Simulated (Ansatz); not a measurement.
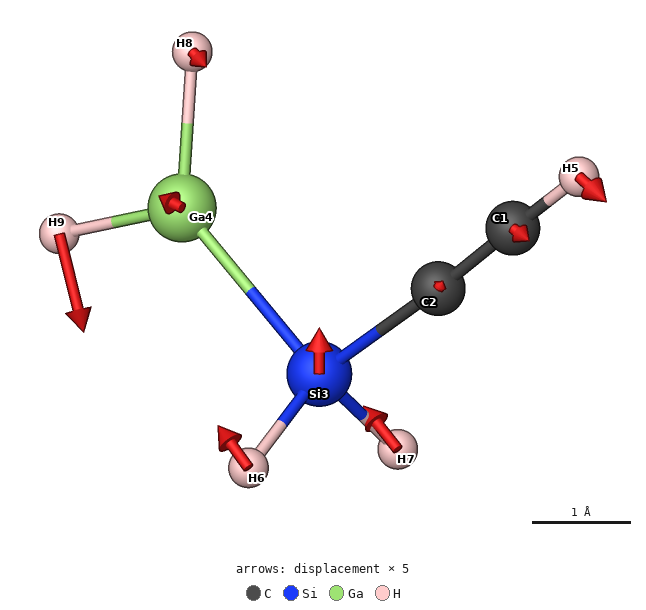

A relaxation of C$_{2}$H$_{5}$GaSi. The starting structure is drawn; red arrows show the displacements, magnified 5 times. The two geometries are superimposed by the best rigid fit.

The picture is a ball-and-stick view, seen from a free direction.

The start comes from GFN2-xTB.

Level of theory: RKS PBE0-D4/def2-TZVP (Ansatz 0.2.0). Settings: force threshold 0.005 eV/Å; at most 150 steps.

Question: Atoms of which element are displaced furthest, and by how much?

Answer: Hydrogen: up to 0.21 Å, against 0.10 Å for silicon.

Question: What happened in the run?

Answer: After 10 accepted moves (12 points after the start) the energy has fallen by 2.74 kcal/mol. Largest force component: 0.98 eV/Å at the start, 0.0018 eV/Å at the end. The line search rejected the trial steps at points 7, 10 of the run. The forces were under the threshold at step 9, but the run went on from there. The atom that moves furthest after the best rigid fit is H9 (0.21 Å). By element the largest moves are H 0.21 Å, Si 0.10 Å, Ga 0.07 Å, C 0.05 Å. Among the contacts that change: Ga4–H9 1.622 → 1.574 Å, Ga4–H8 1.612 → 1.570 Å, C2–Si3 1.858 → 1.825 Å, C1–H5 1.053 → 1.066 Å. Bond angles that change, for instance: H8–Ga4–H9 106.3° → 119.1°, Si3–Ga4–H9 125.8° → 119.3°, Si3–Ga4–H8 127.8° → 121.6°.
